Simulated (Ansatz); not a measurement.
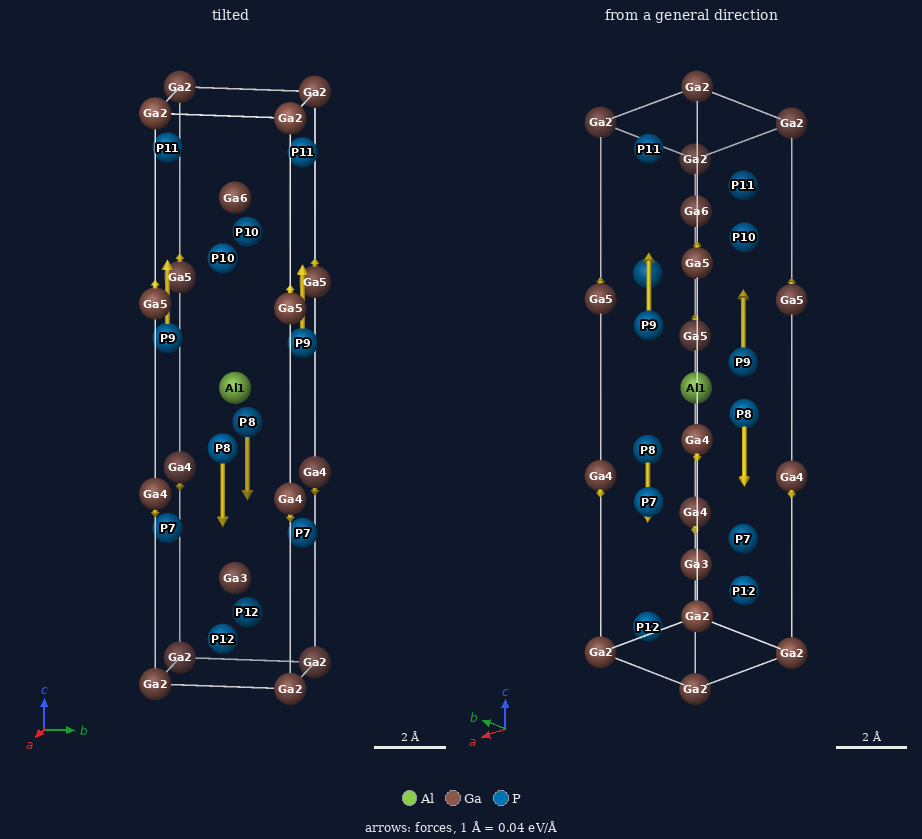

The image is a spheres-only drawing of a crystal, viewed slightly off an axis and from a general direction. The simulation cell is drawn as a box. The arrows are the computed forces on the atoms.

System: AlGa$_{5}$P$_{6}$. Results below were computed with Ansatz 0.2.0, DFT r2SCAN, scalar-relativistic, plane waves, PAW; the settings were plane-wave cutoff 500 eV, an 8×8×2 k-point mesh, Gaussian smearing of 0.02 eV, no spin polarisation.

Q: Is this an equilibrium geometry?

A: No. The atoms still feel forces of up to about 0.075 eV/Å, above a usual threshold of 0.01 to 0.03 eV/Å.

Q: Which atom feels the largest force?

A: P8 and P9, about 0.075 eV/Å.

Provenance: a structure type filled with these elements by a generator (whether the compound takes this form wasn't checked). Earlier steps of the study, as a rule a relaxation of our own, may have changed the cell and positions, so they can lie some per cent off the listed ones. A calculation with Ansatz used it as input.
